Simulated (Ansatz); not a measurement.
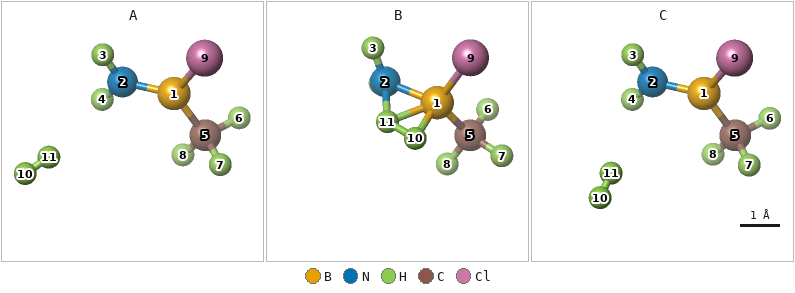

3 geometries from a converged minimum-energy path of CH7BClN, made up at the start of CH$_{5}$BClN and H₂, shuffled. The picture is a ball-and-stick view, seen at a tilt.

All numbers below come from RKS revPBE/def2-SVP in Ansatz 0.2.0. Run with 5 movable images; climbing image; force threshold 0.05 eV/Å; iteration limit 60; starting path through a guess of the saddle point.

**One of them is the converged climbing image. Which?**

B. In order along the path, whose images run from 0 to 6: A (image 0, 0.0 kJ/mol), C (image 1, +0.5 kJ/mol), B (image 4, +168.1 kJ/mol). Breaking: H10–H11 (0.77 → 1.01 at the top → 2.56 Å). Forming: B1–H10 (4.57 → 1.42 at the top → 1.23 Å), N2–H11 (3.02 → 1.40 at the top → 1.03 Å).

Limits of the set-up: the start holds two separate molecules, 2.8 Å apart at their closest, whose relative position is a soft coordinate and is computed without a dispersion correction.
